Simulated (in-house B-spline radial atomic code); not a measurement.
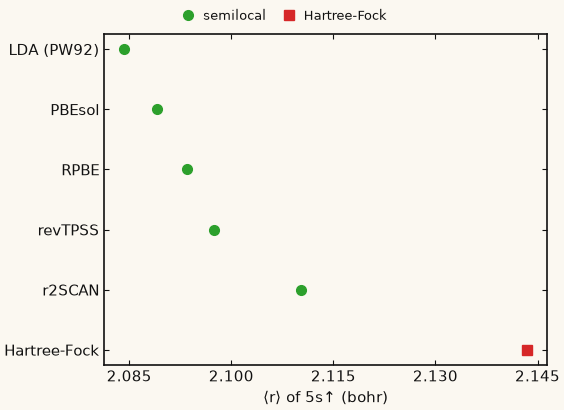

The antimony ion Sb²⁺; electrons: [Kr] 4d10 5s2 5p1 (high spin). All runs are scalar-relativistic, spin-polarised and spherical, computed with an in-house B-spline radial code (spin-free X2C). Hartree-Fock is the average over the configuration. The plot shows the mean radius (bohr) of the 5s up orbital by 6 methods.

**How much do the methods differ, and in which order?**

The most compact is LDA (PW92) (2.084) and the most diffuse Hartree-Fock (2.143), a spread of 2.8 %. In order (bohr): LDA (PW92) (2.084), PBEsol (2.089), RPBE (2.093), revTPSS (2.097), r2SCAN (2.110), Hartree-Fock (2.143).
